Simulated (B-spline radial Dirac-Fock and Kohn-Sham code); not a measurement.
V⁴⁺. Level of theory: a Dirac–Hartree–Slater potential; 1 + βP₂(cos θ) + (δ + γ cos²θ) sin θ cos φ with E1 and E1–E2 terms; calculated with a radial B-spline solver. Open shells are averaged over j.

Before looking at the plot, say what to expect. Its caption: Angular distribution of photoelectrons from M4 (3d3/2) in the plane of the polarisation E (up) and the photon direction k (right), relative to an isotropic one.

At 3.84 keV, β = 0.449, γ = 0.777 and δ = 0.279. At 6.00 keV, β = 0.332, γ = 0.809 and δ = 0.395. At 6.00 keV the emission 45° forward of E is 3.2 times that 45° backward, and the lobe peaks 32° from E towards k.

The computed plot:

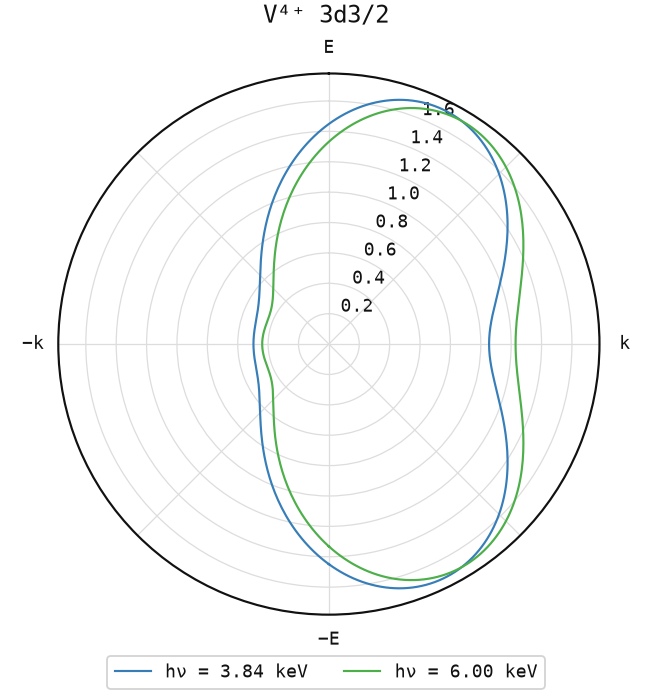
